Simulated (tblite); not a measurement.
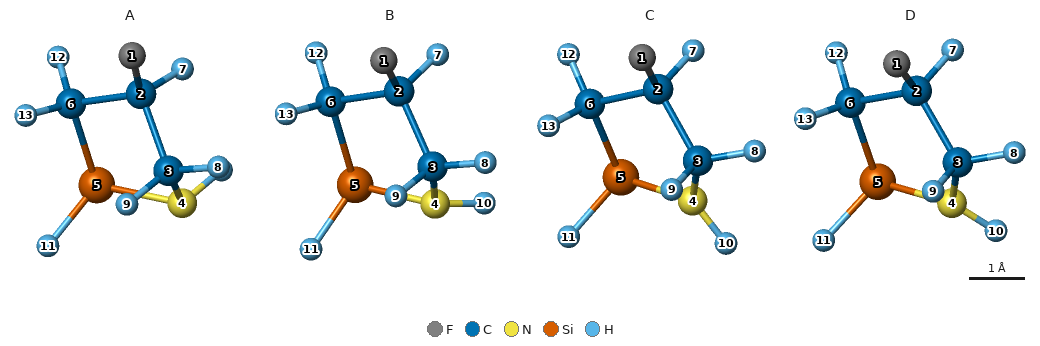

4 geometries from one relaxation of C3H7FNSi (multiplicity 2), in shuffled order. The picture is a ball-and-stick view, seen from a free direction.

These are results of tblite, GFN2-xTB geometry optimisation, gas phase, not measurements. 

**Order the frames from highest to lowest energy.**

A, B, D, C. They are steps 0, 20, 35, 84, at +50.4 kJ/mol, +10.1 kJ/mol, +4.09 kJ/mol relative to the last. H10 moves most after the best rigid fit: 1.45 Å. Largest moves by element: H 1.45 Å, C 0.26 Å, Si 0.24 Å, F 0.21 Å, N 0.19 Å. Near-neighbour distances that change, for instance: N4–Si5 1.795 → 1.720 Å, N4–H10 1.065 → 1.005 Å, F1–C2 1.352 → 1.384 Å, C2–H7 1.119 → 1.097 Å. Bond angles that change, for instance: Si5–N4–H10 106.8° → 128.0°, C3–N4–Si5 99.4° → 115.3°, C3–N4–H10 106.7° → 115.9°. The energy falls by 50.4 kJ/mol in 84 geometry steps.
